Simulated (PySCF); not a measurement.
# CH6Ge: geometry, core binding energies

What core binding energies should CH6Ge (`[CH3][GeH3]`) show?

The runs use PySCF 2.14.0, with density-fitted response routines of our own; the level of theory stands in each step. All values are computed, except where a source is named. Atoms count from 0, in the outputs and in this text.

### Step 1. The molecule as given

8 atoms, charge 0, multiplicity 1; geometry from: GFN2-xTB.

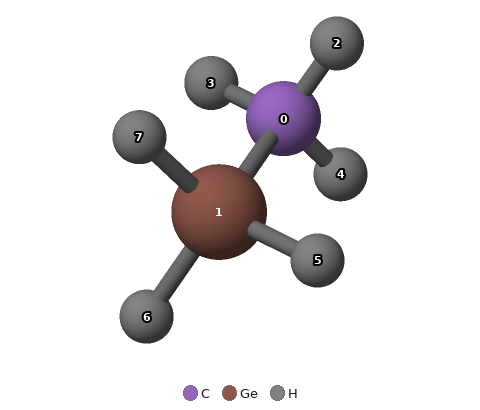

As it starts; carbon purple, germanium brown, hydrogen grey, atoms numbered.

### Step 2. Geometry optimisation at PBE0-D3(BJ)/def2-TZVP

What the job is given:

```
{"job": {"xc": "PBE0", "basis": "def2-TZVP", "d3": "d3bj", "grid": 2, "kind": "geom"}, "charge": 0, "multiplicity": 1}
C     -1.627940    -0.189590     0.023240
Ge     0.317120     0.036950    -0.004480
H     -2.087290     0.509450     0.718230
H     -1.895110    -1.196360     0.330830
H     -2.050250    -0.013900    -0.963550
H      0.699110     1.422920    -0.411430
H      0.962640    -0.906660    -0.966450
H      0.915030    -0.216020     1.341190
```

What it wrote:

```text
step   0  E = -2118.40867392  max force = 0.015921
step   1  E = -2118.41090336  max force = 0.002912
step   2  E = -2118.41094293  max force = 0.000676
step   3  E = -2118.41094430  max force = 0.000127
optimisation converged
```

Wall time 8.4 s (4 threads of Arm Neoverse V2, shared host).

Relaxation path:

| step | energy from step 0 (eV) | largest force component (eV/Å) |
| --- | --- | --- |
| 0 | 0.0000 | 0.8187 |
| 1 | -0.0607 | 0.1497 |
| 2 | -0.0617 | 0.0348 |
| 3 | -0.0618 | 0.0065 |

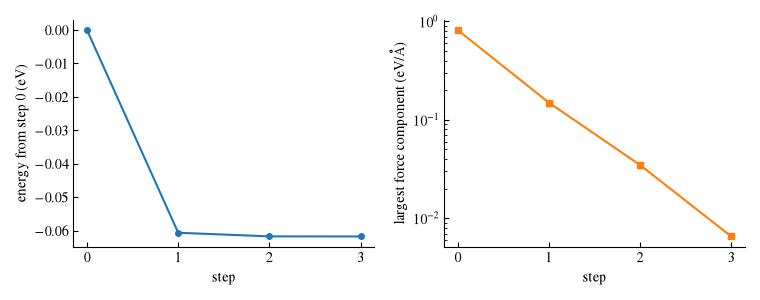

Energy and force, step by step.

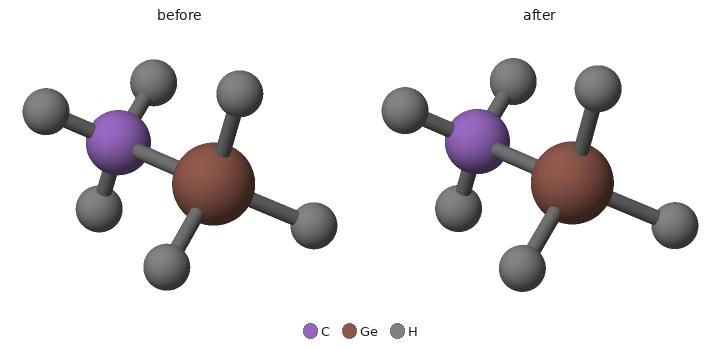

Before and after, at one scale.

Close pairs (by a distance rule), those that changed most:

| bond | before (Å) | after (Å) | change (Å) |
| --- | --- | --- | --- |
| Ge1–H7 | 1.494 | 1.539 | +0.045 |
| Ge1–H5 | 1.494 | 1.539 | +0.045 |
| Ge1–H6 | 1.494 | 1.539 | +0.045 |
| C0–Ge1 | 1.958 | 1.953 | -0.006 |
| C0–H3 | 1.086 | 1.090 | +0.004 |
| C0–H2 | 1.088 | 1.090 | +0.003 |
| C0–H4 | 1.088 | 1.090 | +0.003 |

The end geometry stands in the next job.

| at the end point | value |
| --- | --- |
| point group (found at 0.08 Å tolerance) | C3v |
| rotational constants (GHz, main isotopes) | 53.459, 8.607, 8.607 |
| dipole moment (D) | 0.73 |

### Step 3. Core-electron binding energies: SCAN, X2C

What the job is given:

```
{"job": {"kind": "xps", "metal_2p": true}, "charge": 0, "multiplicity": 1}
C     -1.624799    -0.188906     0.023115
Ge     0.314437     0.036699    -0.004496
H     -2.077326     0.514921     0.722412
H     -1.883325    -1.202258     0.332047
H     -2.040295    -0.010253    -0.969167
H      0.682534     1.470454    -0.426600
H      0.955752    -0.945460    -1.001185
H      0.906332    -0.228408     1.391454
```

Level: delta-SCF UKS SCAN, pcX-2 on the ionised atom (unc-x2c-TZVPall on a metal), pcseg-1 elsewhere, spin-free X2C.

What it wrote:

```text
ground state, core basis on atom 0 (C), 102 functions
  cycle   1  E = -2135.62967069  |g| = 3.87e-01
  cycle   2  E = -2135.59006465  |g| = 5.36e-01
  cycle   3  E = -2135.66677036  |g| = 4.08e-02
  cycle   4  E = -2135.66728905  |g| = 1.10e-02
  cycle   5  E = -2135.66732121  |g| = 3.65e-03
  cycle   6  E = -2135.66732775  |g| = 1.14e-03
  cycle   7  E = -2135.66732745  |g| = 7.76e-05
  E(ground) = -2135.79841340 Eh
hole in C 1s of atom 0
  cycle   1  E = -2124.42787614  |g| = 1.50e+00
  cycle   2  E = -2123.87489384  |g| = 1.73e+00
  cycle   3  E = -2124.96250694  |g| = 2.93e-01
  cycle   4  E = -2124.99604741  |g| = 5.14e-02
  cycle   5  E = -2124.99699031  |g| = 1.12e-02
  cycle   6  E = -2124.99705212  |g| = 5.61e-03
  cycle   7  E = -2124.99707140  |g| = 1.37e-03
  cycle   8  E = -2124.99707368  |g| = 5.70e-04
  cycle   9  E = -2124.99707560  |g| = 7.58e-05
  E(ion) = -2125.12749406 Eh   <S^2> = 0.7679   hole on atom = 1.000   binding energy = 290.371 eV
```

Run time: 1.7 s. Hardware: 4 threads of Arm Neoverse V2, shared host.

Binding energies by hole, beside the orbital energy of the ground state; the difference holds orbital relaxation and, for a density functional, its self-interaction error:

| hole | stands for | environment | ΔSCF (eV) | −ε (eV) | ⟨S²⟩ |
| --- | --- | --- | --- | --- | --- |
| C1s on C0 | C0 | methyl carbon bonded to Ge | 290.37 | 273.5 | 0.768 |

### Step 4. Outcome

```
                            quantity                  value
                         point group                    C3v
rotational constants (main isotopes)  53.46, 8.61, 8.61 GHz
    C1s binding energies, SCAN/pcX-2           C0 290.37 eV
```

Over 3 steps the energy fell by 0.062 eV; of the close pairs, Ge1–H7 changed most, 1.494 to 1.539 Å. No frequency check was run at this level, so the end point may be a saddle.
